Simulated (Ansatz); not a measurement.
# How well the gap of GeH6CI3N (CH3NH3GeI3) can be computed

Aim: a best estimate of the quasiparticle gap of GeH6CI3N (CH3NH3GeI3), with each correction and its cost laid out.

Main program and level: Ansatz 0.2.0; density functionals, hybrids, G0W0, plane waves, PAW.

The structure was built from a prototype and need not be the compound's stable phase.

In doubt: the program warns that the response may not be converged on this k-mesh (step 5), which bears on dielectric and field responses.

## Step 1: Starting point

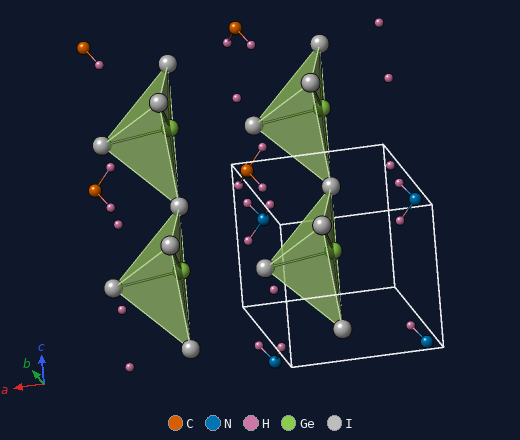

The cell as given, from a free direction (carbon orange, nitrogen blue, hydrogen pink, germanium green, iodine light grey). 2×1×2 cells are drawn. Bonds to atoms that aren't drawn are left out. Some periodic images of atoms are drawn too.

Coordinates:

```cif
data_structure
_symmetry_space_group_name_H-M 'P 1'
_symmetry_Int_Tables_number 1
_cell_length_a 5.8743
_cell_length_b 5.9463
_cell_length_c 5.8684
_cell_angle_alpha 88.102
_cell_angle_beta 88.661
_cell_angle_gamma 84.398
_cell_volume 203.85
loop_
_atom_site_label
_atom_site_type_symbol
_atom_site_fract_x
_atom_site_fract_y
_atom_site_fract_z
_atom_site_occupancy
C1 C 0.92692 0.91465 0.98312 1
N2 N 0.07814 0.09607 0.00989 1
H3 H 0.03352 0.75406 0.96200 1
H4 H 0.18424 0.11247 0.86650 1
H5 H 0.82205 0.95459 0.83171 1
H6 H 0.98347 0.25080 0.03333 1
H7 H 0.81622 0.90438 0.13584 1
H8 H 0.18356 0.06520 0.15098 1
Ge9 Ge 0.51835 0.51675 0.53166 1
I10 I 0.51333 0.47096 0.00104 1
I11 I 0.44601 0.98341 0.50189 1
I12 I 0.98436 0.47587 0.49175 1
```

The structure was relaxed with PBEsol-D3(BJ). The runs that relaxed it are not among those shown. Spin-orbit coupling is left out unless a step names it. The default PAW set here is soft_2. Its files were made with PBE.

## Step 2: PBEsol bands

The cheap functional maps the bands first; the places of the edges decide which points the dearer methods must see.

This step: DFT, PBEsol, plane waves, PAW.

input.yaml

```yaml
crystal:
  lattice:
    - [5.8668316077, 0.2883030652, 0.0662740025]
    - [0.2883030652, 5.9385653728, 0.0962838686]
    - [0.0662740025, 0.0962838686, 5.8672506988]
  atoms:
    - { symbol: C, position: [0.9269170889, 0.9146527793, 0.9831184323] }
    - { symbol: "N", position: [0.0781424511, 0.0960660543, 0.0098946862] }
    - { symbol: H, position: [1.0335207602, 0.7540610316, 0.9619979637] }
    - { symbol: H, position: [0.1842379779, 1.1124707428, 0.8664981039] }
    - { symbol: H, position: [0.8220526717, -0.0454106832, 0.8317094623] }
    - { symbol: H, position: [-0.0165304885, 0.2508014888, 0.0333257572] }
    - { symbol: H, position: [0.8162231621, -0.0956235813, 0.1358389744] }
    - { symbol: H, position: [0.1835625679, 1.0652022878, 0.1509816534] }
    - { symbol: Ge, position: [0.518353722, 0.5167532441, 0.5316610556] }
    - { symbol: I, position: [0.5133267614, 0.4709631545, 0.0010423275] }
    - { symbol: I, position: [0.4460134129, -0.0165903174, 0.5018875215] }
    - { symbol: I, position: [-0.0156379097, 0.475868373, 0.4917495274] }
kpoints:
  mp_grid: { grid: [4, 4, 4] }
  band_path:
    path:
      - [[0.0, 0.0, 0.0], [0.5, 0.0, 0.0], [0.5, 0.5, 0.0], [0.0, 0.0, 0.0], [0.5, 0.5, 0.5], [0.5, 0.0, 0.0]]
      - [[0.5, 0.5, 0.0], [0.5, 0.5, 0.5]]
    npoints: 10
hamiltonian:
  xc: pbesol
scf:
  occupations: { method: fermi_dirac, width: 0.02 }
  n_extra_bands: 8
output:
  eigenvalues: true
  write_density: true
  write_potential: true
  elf: true
  volumetric_format: npy
```

The run is started by

```
$ ansatz run input.yaml --threads 3 --pin off --max-ram 92160MiB --backend cuda --events-out ev --progress --plain --runs-dir out --devices 1 --max-vram 13GiB  # rebuilt from the run's record
```

Numbers of over 12 decimals in the logs are rounded to 6 here.

What it wrote:

```text
scf.n_extra_bands = 8 over 40 filled bands (N_el = 80.0): the run solves 48 bands
GPUs: using 1 of 1 available (devices: 1).
Engine: ansatz 0.2.0, x86_64-unknown-linux-gnu
Pseudopotentials: kind: paw
Pseudopotential: C, paw, valence charge 4, recommended cutoff 420 eV (normal), C.paw.azcp
Pseudopotential: N, paw, valence charge 5, recommended cutoff 420 eV (normal), N.paw.azcp
Pseudopotential: H, paw, valence charge 1, recommended cutoff 420 eV (normal), H.paw.azcp
Pseudopotential: Ge, paw, valence charge 14, recommended cutoff 420 eV (normal), Ge.paw.azcp
Pseudopotential: I, paw, valence charge 17, recommended cutoff 420 eV (normal), I.paw.azcp
Functional definition: PBEsol
  exchange = pbesol_x
  correlation = pbesol_c
device memory: the entry about to start is reckoned to put 3.7 GiB on a device that reports 44.6 GiB free (of which the cap on the GPU budget leaves the run 13.0 GiB)
GPU FFT provider: cuFFT
GPU libraries: cuBLAS 13.8.2, cuFFT 12.4.0, cuSOLVER 12.3.4
Crystal: 12 atoms, lattice volume = 203.854 Å³
Basis set: ecut = 420 eV, 3979 PW (Γ)
Bands: 48, of which v1, the nominal top of the filled ones, is band 40 counted from 1 (39 counted from 0)
Symmetry: 1 space group operations
Space group: P1 (ITA 1), of the structure as read, at distance tolerance 5.9e-5 Å
k-points: 36 of 64 (time reversal used)
Non-local potential: C, projectors of the file, l = 0: 2, l = 1: 2, l = 2: 1
Non-local potential: N, projectors of the file, l = 0: 2, l = 1: 2, l = 2: 1
Non-local potential: H, projectors of the file, l = 0: 2, l = 1: 1
Non-local potential: Ge, projectors of the file, l = 0: 2, l = 1: 2, l = 2: 3, l = 3: 1
Non-local potential: I, projectors of the file, l = 0: 2, l = 1: 2, l = 2: 2, l = 3: 2
PAW form: soft (Blöchl's): semilocal exchange-correlation on the pseudo side does not see the compensation charge
PAW frozen core: C, regenerated for the run's functional, and the local potential with it (the file was generated under x = pbe(κ = 0.804, μ = 0.219515), c = pbe(β = 0.066725))
PAW frozen core: N, regenerated for the run's functional, and the local potential with it (the file was generated under x = pbe(κ = 0.804, μ = 0.219515), c = pbe(β = 0.066725))
PAW frozen core: Ge, regenerated for the run's functional, and the local potential with it (the file was generated under x = pbe(κ = 0.804, μ = 0.219515), c = pbe(β = 0.066725))
PAW frozen core: I, regenerated for the run's functional, and the local potential with it (the file was generated under x = pbe(κ = 0.804, μ = 0.219515), c = pbe(β = 0.066725))
PAW one-centre angular grid: C, 110 points (default); XC on 64 Gauss nodes
PAW one-centre angular grid: N, 110 points (default); XC on 64 Gauss nodes
PAW one-centre angular grid: H, 110 points (default); XC on 64 Gauss nodes
PAW one-centre angular grid: Ge, 590 points (default); XC on 64 Gauss nodes
PAW one-centre angular grid: I, 590 points (default); XC on 64 Gauss nodes
Initial density: superposition of atomic densities (neutral atoms: chi_scale 0, normalization atom), corrected by the library's trained network
Initial wavefunctions: pseudopotential atomic-orbital guess
GPU buffer pool allocated for 64000 grid points (all kernels)
GPU transforms: local potential and band sums: pruned to the plane-wave sphere, on 40×40×40
Functional: x = pbesol(κ = 0.804, μ = 0.123457), c = pbesol(β = 0.046)
SCF iter   1: F=—  HF=-27273.354345 eV  |F-HF|=—  |Δ(HF+E_count)|=         —  Δρ=3.83e-3  dr2=2.35e-2  ethr=1.77e-3  ⟨swp⟩=9.4  Hψ=8034  notcnv=0  defer=2
preconditioner: auto → Resta (q_TF=auto, 2.334 Å⁻¹)  ε∞=3.3  [insulator: Δε(μ)=0.883 eV  Ē_g=10.521 eV  σ=0.020 eV  W_gap=1.00  n_scr=36 (ndim 8)  ℏωp=16.0 eV  f_vac=0.077  D(μ)=0.00/eV (n_scr^D=0)  ε∞_Penn≈3.3]
SCF iter   2: F=—  HF=-27273.347696 eV  |F-HF|=—  |Δ(HF+E_count)|=   6.65e-3  Δρ=2.08e-3  dr2=6.88e-3  ethr=2.94e-5  ⟨swp⟩=2.8  Hψ=3179  notcnv=0  defer=107
SCF iter   3: F=—  HF=-27273.347023 eV  |F-HF|=—  |Δ(HF+E_count)|=   6.73e-4  Δρ=5.41e-4  dr2=7.31e-4  ethr=8.60e-6  ⟨swp⟩=2.0  Hψ=3039  notcnv=0  defer=107
SCF iter   4: F=—  HF=-27273.346924 eV  |F-HF|=—  |Δ(HF+E_count)|=   9.90e-5  Δρ=1.95e-4  dr2=8.49e-5  ethr=9.14e-7  ⟨swp⟩=2.0  Hψ=3061  notcnv=0  defer=107
SCF iter   5: F=—  HF=-27273.347043 eV  |F-HF|=—  |Δ(HF+E_count)|=   1.19e-4  Δρ=9.71e-5  dr2=2.27e-5  ethr=1.06e-7  ⟨swp⟩=2.0  Hψ=3061  notcnv=0  defer=107
SCF iter   6: F=—  HF=-27273.347039 eV  |F-HF|=—  |Δ(HF+E_count)|=   3.54e-6  Δρ=3.42e-5  dr2=3.03e-6  ethr=2.84e-8  ⟨swp⟩=2.0  Hψ=2774  notcnv=0  defer=107
SCF iter   7: F=—  HF=-27273.347041 eV  |F-HF|=—  |Δ(HF+E_count)|=   1.45e-6  Δρ=6.33e-6  dr2=1.38e-7  ethr=3.79e-9  ⟨swp⟩=2.1  Hψ=2785  notcnv=0  defer=107
SCF iter   8: F=-27273.347041 eV  HF=-27273.347041 eV  |F-HF|=2.99e-8  |Δ(HF+E_count)|=   2.15e-7  Δρ=3.62e-6  dr2=2.65e-8  ethr=1.25e-10  ⟨swp⟩=11.1  Hψ=5842  notcnv=0
SCF 1 converged in 8 iterations: F = -27273.347041 eV  dr2 = 2.65e-8
[...]
device memory: the entry about to start is reckoned to put 2.9 GiB on a device that reports 43.9 GiB free (of which the cap on the GPU budget leaves the run 13.0 GiB)
NSCF: frozen V_eff on 62 k-points
SCF converged after 8 iterations
Free energy (F): -27273.347041 eV
Harris-Foulkes:  -27273.347041 eV  (|F-HF|=2.99e-8)
Internal energy: -27273.347041 eV  (E = F + TS)
E sigma→0 (E₀):  -27273.347041 eV
Fermi energy:    5.373810 eV
--- Per-component energies (eV) ---
  E_band       = -1469.801712
  E_kinetic    = 981.701197
  E_local      = -9876.530092  (includes V_loc(G=0)·N_el)
  E_nonlocal   = 231.496885
  E_hartree    = 4714.404748
  E_xc         = -614.626248
  E_vxc        = -651.199438  (∫ρ·V_xc dr)
  E_paw        = -16404.666066  (= ΣΔE_a)
  E_vpaw       = -1584.078706  (= ΣTr[D̂ρ^β])
  E_aug_tail   = -0.007134  (compensation charges beyond the density's cutoff)
  E_ewald      = -6307.323894
  E_core_change = 2.203562  (= ΣΔE_core)
  E_smearing   = -0.000000  (= −TS)
  E_closure    = -0.000000  (closes the sum)
  Σ components = -27273.347041   (vs F -27273.347041, Δ=0.00e0)
--- Band table (eV; the first three rows and the last of 36) ---
  k-point 0: bands = [... 36 lower, 3.2251, 3.2541, 3.3670, 3.6069, 7.9448, 8.3945, 8.9018, 9.0317, ... 4 higher]
  k-point 1: bands = [... 36 lower, 2.9923, 3.1105, 3.3855, 3.5666, 8.0843, 8.3670, 8.7039, 9.3382, ... 4 higher]
  k-point 2: bands = [... 36 lower, 3.0447, 3.2006, 3.5083, 3.8447, 6.5018, 8.3800, 9.3970, 9.7203, ... 4 higher]
  k-point 35: bands = [... 36 lower, 3.6753, 3.9062, 3.9334, 4.9340, 5.8139, 5.9053, 6.1510, 8.7074, ... 4 higher]
```

The job ended after 7.9 s (1 × NVIDIA H100 80GB HBM3 (shared by 6 runs) with 3 threads of AMD EPYC 7R13 (Zen 3), shared host; peak memory 1.1 GiB).

This step gave:

- filled bands: 40
- gap: 0.8518 eV
- valence top at: R
- conduction bottom at: k = (0.500, 0.500, 0.450)
- least direct gap: 0.8799 eV

The gap is indirect, with the least direct gap 0.03 eV higher.

The electronic bands at the labelled points (eV, zero at the top of the highest nominally filled band):

```
    point  band 37  band 38  band 39  band 40  band 41  band 42  band 43  band 44
        Γ    -1.71    -1.68    -1.57    -1.33     3.01     3.46     3.97     4.10
        X    -2.07    -1.80    -1.61    -0.97     1.70     3.82     3.94     4.62
        M    -2.10    -1.97    -0.95    -0.53     1.25     1.62     4.49     4.60
        Γ    -1.71    -1.68    -1.57    -1.33     3.01     3.46     3.97     4.10
        R    -1.26    -1.03    -1.00     0.00     0.88     0.97     1.22     3.77
        X    -2.07    -1.80    -1.61    -0.97     1.70     3.82     3.94     4.62
jump to M    -2.10    -1.97    -0.95    -0.53     1.25     1.62     4.49     4.60
        R    -1.26    -1.03    -1.00     0.00     0.88     0.97     1.22     3.77
```

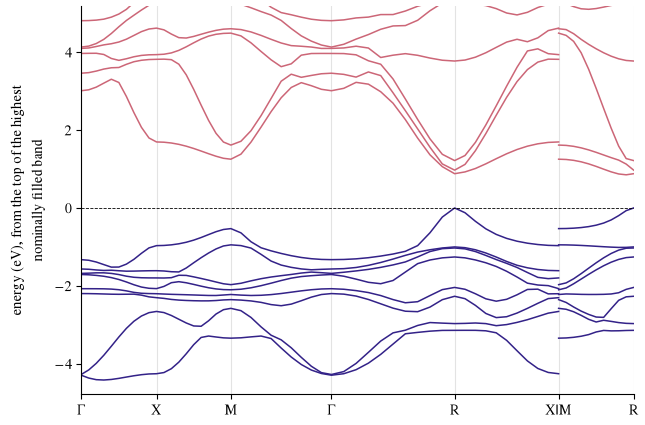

Electronic bands along the path; lines of filled and empty bands in two colours.

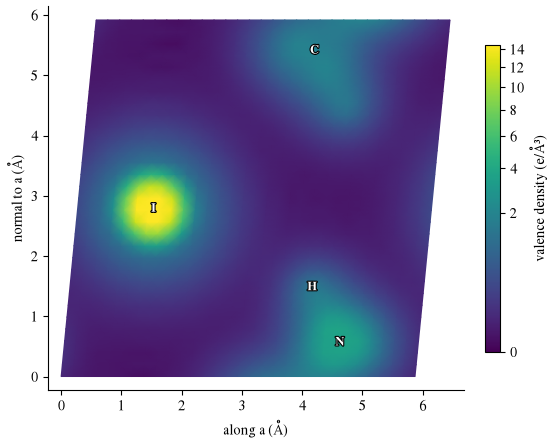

Valence density in the ab plane at fractional z = 0.001, with atoms of C and N and H and I within 0.2 Å of it. It is the smooth field of the valence electrons, not physical close to the nuclei. The map starts off the cell's origin, so that atoms lie inside it. The colour scale is stretched toward low values.

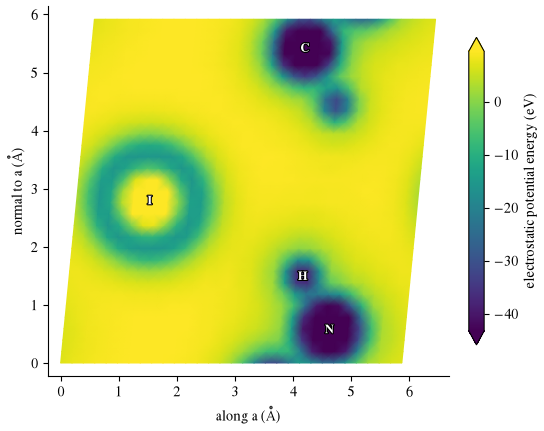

Electrostatic potential energy in the ab plane at fractional z = 0.001, with atoms of C and N and H and I within 0.2 Å of it. With pseudopotentials it is smooth inside the atoms' cores, unlike the true potential. The map starts off the cell's origin, so that atoms lie inside it.

## Step 3: PBEsol+SOC

Spin-orbit coupling can split or shift the edges; a non-collinear run measures by how much.

This step: DFT, PBEsol with spin-orbit coupling, plane waves, PAW.

input.yaml: that of step 2 with these lines changed.

```diff
@@ -22,5 +22,8 @@
     path:
-      - [[0.0, 0.0, 0.0], [0.5, 0.0, 0.0], [0.5, 0.5, 0.0], [0.0, 0.0, 0.0], [0.5, 0.5, 0.5], [0.5, 0.0, 0.0]]
-      - [[0.5, 0.5, 0.0], [0.5, 0.5, 0.5]]
-    npoints: 10
+      - [0.0, 0.0, 0.0]
+      - [0.5, 0.0, 0.0]
+      - [0.5, 0.5, 0.0]
+      - [0.5, 0.5, 0.5]
+      - [0.5, 0.5, 0.45]
+    npoints: 1
 hamiltonian:
@@ -29,8 +32,7 @@
   occupations: { method: fermi_dirac, width: 0.02 }
-  n_extra_bands: 8
+  n_extra_bands: 16
+magnetization:
+  noncollinear: true
+  spin_orbit: true
 output:
   eigenvalues: true
-  write_density: true
-  write_potential: true
-  elf: true
-  volumetric_format: npy
```

What it wrote:

```text
[...]
GPUs: using 1 of 1 available (devices: 1).
[...]
non-collinear run that drives no moment, with spin-orbit: no starting moment large enough to seed its density (crystal.atoms[].spin), no starting occupations that ask for one, no magnetisation constraint and no magnetic field, so the semilocal B_xc is pinned to zero
[...]
GPU FFT provider: cuFFT
[...]
k-point 0: bands = [... 76 lower, 3.5987, 3.5987, 3.8241, 3.8241, 7.9445, 7.9445, 8.3985, 8.3985, ... 12 higher]
  k-point 1: bands = [... 76 lower, 3.4473, 3.5533, 3.7585, 3.7680, 8.0425, 8.1392, 8.3586, 8.3884, ... 12 higher]
  k-point 2: bands = [... 76 lower, 3.6460, 3.6460, 3.9492, 3.9492, 6.5204, 6.5204, 8.3870, 8.3870, ... 12 higher]
  k-point 35: bands = [... 76 lower, 4.1496, 4.1496, 5.0432, 5.0432, 5.8074, 5.8074, 5.9458, 5.9458, ... 12 higher]
[key lines of the parts left out:]
SCF converged after 10 iterations
Magnetization: |M| = 0.0000 μB,  M = (+0.0000, +0.0000, +0.0000) μB
Free energy (F): -27282.360085 eV
Fermi energy:    5.425303 eV
```

Run time: 17 s. Hardware: 1 × NVIDIA H100 80GB HBM3 (shared by 6 runs) with 3 threads; peak memory 1.1 GiB; 24 s of CPU time.

This step gave:

* gap: 0.7102 eV
* valence top at: R
* conduction bottom at: k = (0.500, 0.500, 0.450)
* least direct gap: 0.7567 eV

The gap stands −0.14 eV against PBEsol.

## Step 4: HSE06

HSE06 mixes in a quarter of exact exchange at short range. Exchange couples all pairs of k points, which makes a full band path dear, so levels are read on the mesh and at chosen points.

This step: DFT, HSE06, plane waves, PAW.

input.yaml: that of step 3 with these lines changed.

```diff
@@ -29,9 +29,6 @@
 hamiltonian:
-  xc: pbesol
+  xc: hse06
 scf:
-  occupations: { method: fermi_dirac, width: 0.02 }
-  n_extra_bands: 16
-magnetization:
-  noncollinear: true
-  spin_orbit: true
+  occupations: { method: fixed }
+  n_extra_bands: 8
 output:
```

What it wrote:

```text
[...]
GPUs: using 1 of 1 available (devices: 1).
[...]
davidson cushion auto → on  (no smearing: the cushion is to keep the highest requested band from converging to the state above it; pin scf.eigensolver.cushion to override)
[...]
GPU FFT provider: cuFFT
GPU libraries: cuBLAS 13.8.2, cuFFT 12.4.0, cuSOLVER 12.3.4
Crystal: 12 atoms, lattice volume = 203.854 Å³
Basis set: ecut = 420 eV, 3979 PW (Γ)
[...]
E sigma→0 (E₀):  -27582.563620 eV
Fermi energy:    4.845953 eV
[...]
--- Band table (eV; the first three rows and the last of 36) ---
  k-point 0: bands = [... 36 lower, 2.6330, 2.6592, 2.7943, 3.0504, 8.4677, 8.9676, 9.4195, 9.5552, ... 4 higher]
  k-point 1: bands = [... 36 lower, 2.3894, 2.5243, 2.8537, 3.0091, 8.5628, 8.8605, 9.3225, 9.9053, ... 4 higher]
  k-point 2: bands = [... 36 lower, 2.4199, 2.5834, 2.9484, 3.4864, 6.8523, 8.8736, 9.9870, 10.3554, ... 4 higher]
  k-point 35: bands = [... 36 lower, 3.1048, 3.3511, 3.3715, 4.8460, 6.0695, 6.2293, 6.4942, 9.2824, ... 4 higher]
[key lines of the parts left out:]
Free energy (F): -27582.563620 eV
```

Wall time 66 s (1 × NVIDIA H100 80GB HBM3 (shared by 6 runs) with 3 threads); peak memory 2 GiB; 84 s of CPU time.

Numbers from this step:

- gap: 1.224 eV
- valence top at: R
- conduction bottom at: R
- least direct gap: 1.224 eV

The gap stands +0.37 eV against PBEsol.

## Step 5: Dielectric tensor

The response to a uniform field gives ε∞, a yardstick for the screening that GW builds on its mesh.

This step: dielectric response by perturbation theory, PBEsol, plane waves, PAW.

input.yaml: that of step 4 with these lines changed.

```diff
@@ -20,16 +20,6 @@
   mp_grid: { grid: [4, 4, 4] }
-  band_path:
-    path:
-      - [0.0, 0.0, 0.0]
-      - [0.5, 0.0, 0.0]
-      - [0.5, 0.5, 0.0]
-      - [0.5, 0.5, 0.5]
-      - [0.5, 0.5, 0.45]
-    npoints: 1
 hamiltonian:
-  xc: hse06
+  xc: pbesol
 scf:
   occupations: { method: fixed }
-  n_extra_bands: 8
-output:
-  eigenvalues: true
+dielectric: {}
```

What it wrote:

```text
GPUs: using 1 of 1 available (devices: 1).
[...]
GPU FFT provider: cuFFT
GPU libraries: cuBLAS 13.8.2, cuFFT 12.4.0, cuSOLVER 12.3.4
Crystal: 12 atoms, lattice volume = 203.854 Å³
Basis set: ecut = 420 eV, 3979 PW (Γ), exchange–correlation on 80×80×80 points (8 copies of the dense FFT grid, shifted against one another)
Bands: 52, of which v1, the nominal top of the filled ones, is band 40 counted from 1 (39 counted from 0)
Symmetry: 1 space group operations
k-points: 36 of 64 (time reversal used)
[...]
GPU buffer pool allocated for 64000 grid points (all kernels)
[...]
SCF iter   1: F=—  HF=-27273.354378 eV  |F-HF|=—  |Δ(HF+E_count)|=         —  Δρ=3.84e-3  dr2=2.36e-2  ethr=1.77e-3  ⟨swp⟩=5.1  Hψ=6418  notcnv=0  defer=335
[...]
SCF iter  11: F=-27273.347026 eV  HF=-27273.347026 eV  |F-HF|=4.37e-11  |Δ(HF+E_count)|=  5.60e-10  Δρ=9.72e-8  dr2=2.72e-11  ethr=1.00e-12  ⟨swp⟩=15.4  Hψ=9969  notcnv=0
SCF 1 converged in 11 iterations: F = -27273.347026 eV  dr2 = 2.72e-11
[...]
the response reads at least the filled bands of the reference SCF and the lowest empty band at each k-point, and that SCF's band table does not vouch for those bands. The notice of the band table in this run's record says why
[...]
DFPT response loops at Γ: preconditioner auto → Resta (q_TF=auto, 2.334 Å⁻¹)  ε∞=8.3 (no band partly filled); β = 1.00, the filter's whole step (`scf.mixing.beta` (0.50) is not read by the response loops at its default; to damp them type it under 1.00, their step now; it binds the ground state too); Broyden in place of MSR1
[...]
--- Band table (eV; the first three rows and the last of 36) ---
  k-point 0: bands = [... 36 lower, 3.2251, 3.2541, 3.3670, 3.6069, 7.9447, 8.3945, 8.9017, 9.0316, ... 8 higher]
  k-point 1: bands = [... 36 lower, 2.9923, 3.1105, 3.3854, 3.5666, 8.0843, 8.3669, 8.7038, 9.3380, ... 8 higher]
  k-point 2: bands = [... 36 lower, 3.0447, 3.2006, 3.5083, 3.8446, 6.5017, 8.3799, 9.3969, 9.7202, ... 8 higher]
  k-point 35: bands = [... 36 lower, 3.6753, 3.9062, 3.9334, 4.9339, 5.8138, 5.9052, 6.1510, 8.7074, ... 8 higher]
--- Dielectric response (ions clamped): 3 representative field directions + reference, inside a basis on a mesh of 1000 k-points (Σ response iterations 21) ---
  ε∞ (high-frequency dielectric tensor):
        8.177754    -0.116966     0.081969
       -0.116966     7.348007     0.010821
        0.081969     0.010821     8.512157
  Born effective charges Z* (e; rows j = field, columns β = displacement):
    site 0:
         0.14111    0.30285    0.03638
         0.31550    0.26535    0.04866
         0.01236    0.04313   -0.09633
    site 1:
        -0.87194    0.08204   -0.10782
         0.08644   -0.59859   -0.07203
[...]
site 2:
[...]
site 3:
[...]
site 4:
[...]
site 5:
[...]
site 6:
[...]
site 7:
[...]
site 8:
[...]
site 9:
[...]
site 10:
[...]
-0.04773    0.05814   -0.73810
    site 11:
        -4.37714    0.06438    0.15473
         0.24134   -0.48575   -0.01208
         0.11133   -0.00301   -0.66974
  Z* charge neutrality: 1.417e-2 e pre-enforcement
  solved inside a basis spanned on kpoints, on 10×10×10 k-points transformed towards the longest dipole, which do not settle them: ε∞ is read to err by 8.9e-2, Z* by 1.5e-1 e (field_mesh: kpoints solves on kpoints); Z* is corrected for what the basis lacks
[key lines of the parts left out:]
SCF converged after 11 iterations
Free energy (F): -27273.347026 eV
Fermi energy:    4.933921 eV
```

The job ended after 3.2 min (1 × NVIDIA H100 80GB HBM3 (shared by 6 runs) with 3 threads; peak memory 17 GiB).

Numbers from this step:

* stated error of ε∞: 0.089

One over ε∞ averages 0.13, well under the quarter of exact exchange in PBE0, which by this rule of thumb may open the gap too far.

High-frequency dielectric tensor:

```
 8.18 -0.12  0.08
-0.12  7.35  0.01
 0.08  0.01  8.51
```

(Part 1 of 2 ends here.)

[Paths, hosts, dates, memory and timing lines, banners, echoed tables and standing remarks are left out of the program output.]

[Logs are printed without paths, hosts, clocks, repeated set-up lines and the standing remarks that a program may print on its own settings, such as how far it seeks lower states.]

[Runs of the session that timed out or met a known fault of the program may be left out.]

[Cells called generated may have been cut or substituted from an entry of the Crystallography Open Database or the Materials Project.]

[Hosts, paths, dates, database ids (printed as entryN), source tags and the programs' standing remarks are cut or masked in the printed files.]
